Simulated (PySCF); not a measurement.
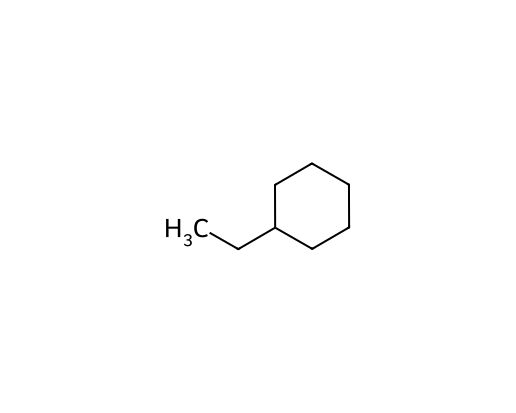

A structural formula.

**Give its SMILES.**

CCC1CCCCC1

**Give the formula, hydrogens included.**

C8H16.

**An optimisation with PBE0-D3(BJ)/def2-SVP gave a structure of which point group?**

C1. Other conformers may differ.

The parts below concern this one geometry. Atoms keep their numbers from picture to picture. Computed geometry: PBE0-D3(BJ)/def2-SVP optimisation. No frequency run is at hand to confirm it as a minimum.

## Geometry

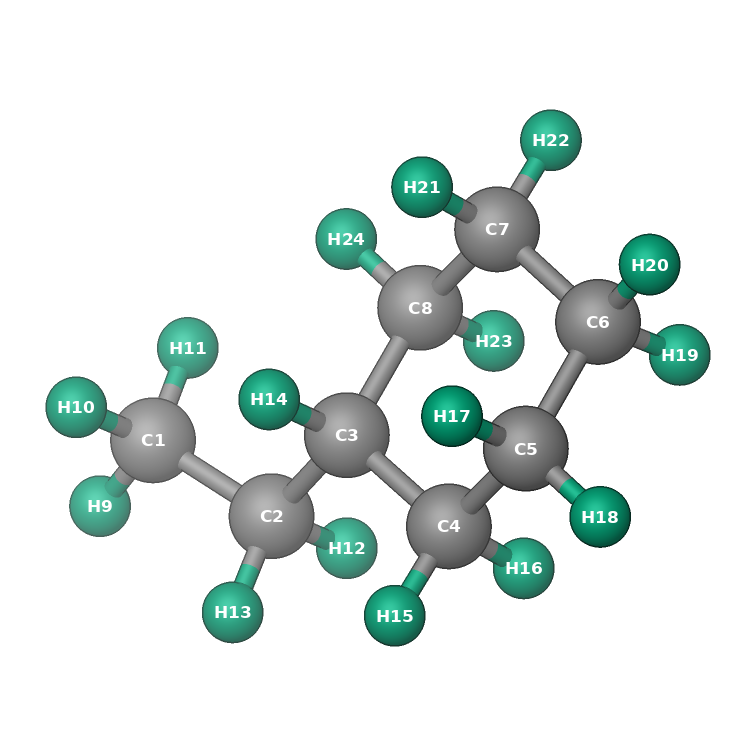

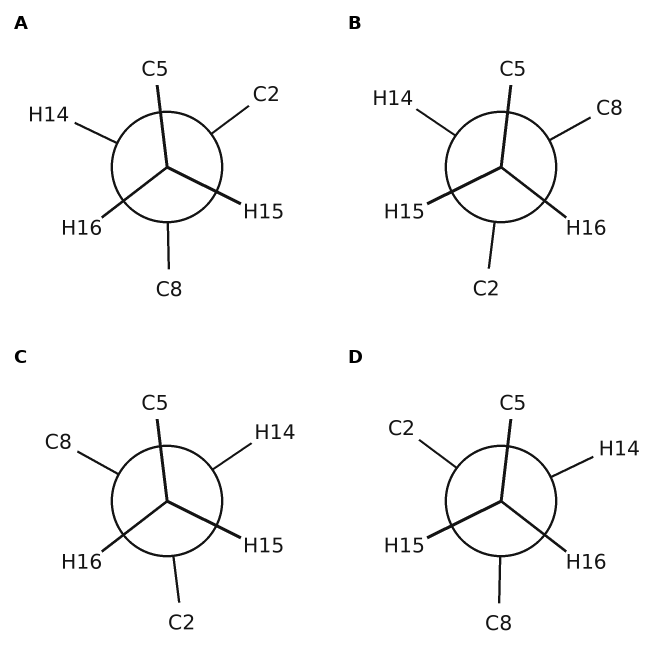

Atoms fade into the background with distance from the viewer. Bonds that would overlap in a projection are set slightly apart. No frequency run is at hand to confirm it as a minimum.

**Which Newman projection shows the view along C4–C3, with C4 in front?**

B. The torsion angle C5–C4–C3–C2 is 180°, antiperiplanar (anti).

## NMR shielding

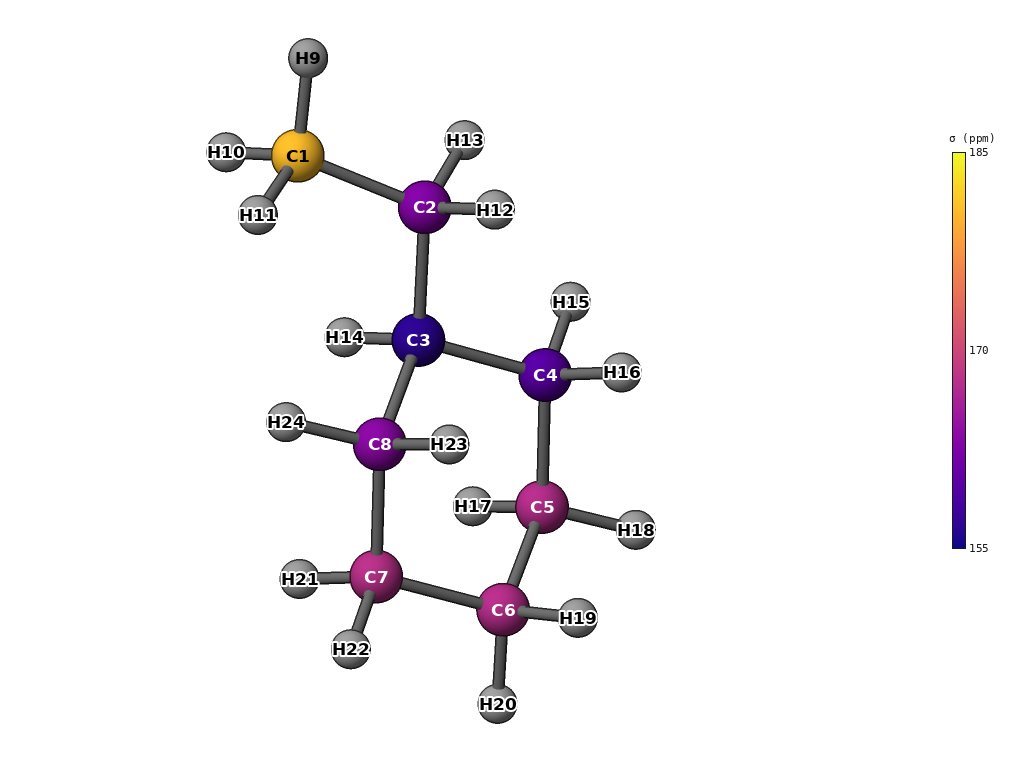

Atoms are coloured by their isotropic NMR shieldings (C only, the others grey). No frequency run is at hand to confirm it as a minimum. Level of theory: GIAO PBE0/6-31G* NMR shielding, non-relativistic, gas phase (PySCF 2.14.0).

Give the isotropic NMR shieldings of the C atoms atom by atom.

```
atom  σ (ppm)
  C1    180.8
  C2    163.1
  C3    156.7
  C4    159.8
  C5    167.5
  C6    167.5
  C7    167.9
  C8    163.6
```

## Electronic properties

No frequency run is at hand to confirm it as a minimum. Properties computed with BHandHLYP/pcSseg-1, gas phase (PySCF 2.14.0).

What does the calculation give?

- dipole moment: 0.04 D
- HOMO energy (Kohn–Sham orbital): −9.49 eV
- LUMO energy (Kohn–Sham orbital): 2.20 eV
- HOMO–LUMO gap: 11.70 eV

## Charges

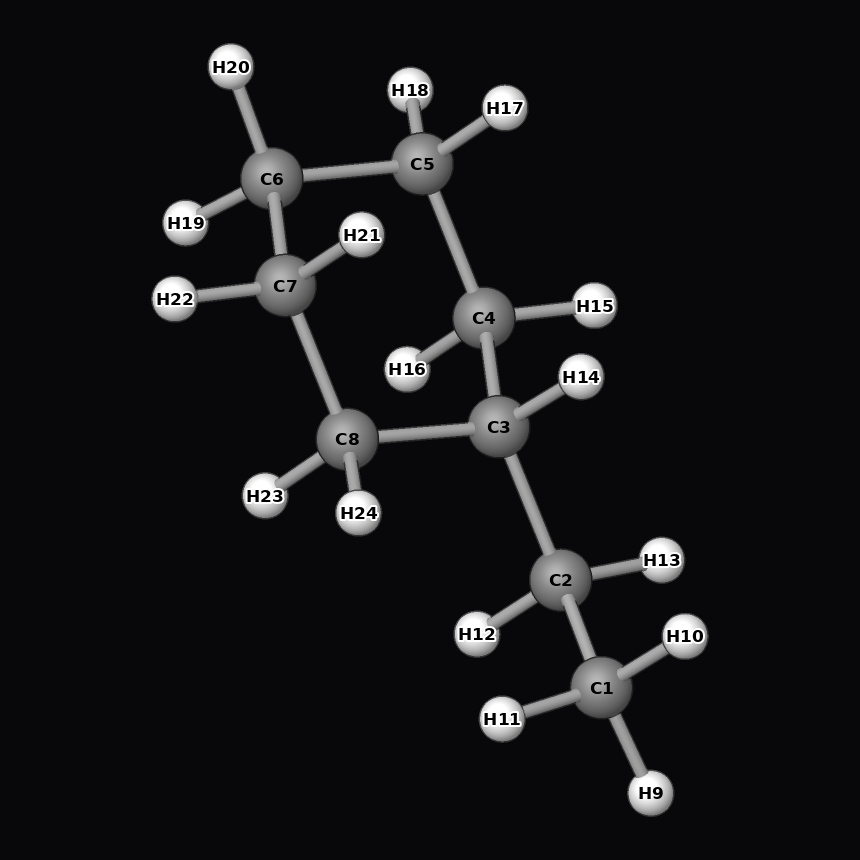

The questions are on IAO charges. No frequency run is at hand to confirm it as a minimum. Method: PBE0/6-311+G(2d,p), gas phase (PySCF 2.14.0).

Give the IAO charges atom by atom.

```csv
atom,value (e)
C1,−0.42
C2,−0.25
C3,−0.10
C4,−0.26
C5,−0.26
C6,−0.26
C7,−0.25
C8,−0.26
H9,0.14
H10,0.13
H11,0.14
H12,0.12
H13,0.13
H14,0.11
H15,0.13
H16,0.12
H17,0.12
H18,0.13
H19,0.12
H20,0.13
H21,0.12
H22,0.13
H23,0.12
H24,0.13
```

## Ring current

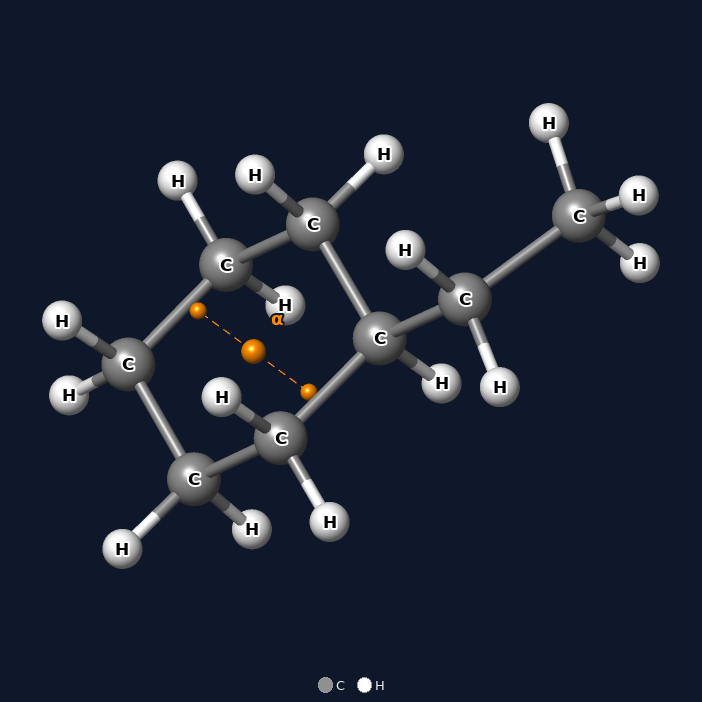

The small points mark where nucleus-independent chemical shifts (NICS) were computed: at the centre of each lettered ring and 1 Å above and below it. No frequency run is at hand to confirm it as a minimum. Method: GIAO PBE0/6-31G NMR shielding, non-relativistic, gas phase (PySCF 2.14.0).

Give NICS(0), NICS(1) and the out-of-plane component NICS(1)zz for each ring (means of the two sides).

```
ring  members  NICS(0)  NICS(1)  NICS(1)zz
   α       C6     −1.2     −1.6        3.9
```

Values in ppm.

**What do the values say about the ring currents?**

Ring α: weak, as in a non-aromatic ring. NICS is one index among several.
